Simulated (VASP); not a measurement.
Band structure of SnO2 (space group Pbcn). All values below come from PBEsol GGA, VASP's PBE PAW potentials (set 64) (plane waves; VASP).

Unless said otherwise, spin-orbit coupling is left out, though it shifts the bands of the heavy elements here.

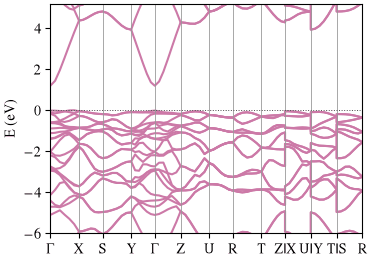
Fig. 1. Bands along high-symmetry lines, zero at the valence-band maximum or, without a gap, the Fermi level

Question: Read the plot: is there a gap, and where are the band edges?

Answer: The gap is indirect, 1.20 eV, from the valence maximum at Γ-X at 0.83 to the conduction minimum at Γ. (Edges off the drawn lines would not show.)

The structure comes from a computed database's SnO2 entry (Pbcn); how it stands against other phases isn't given here. It was relaxed first.
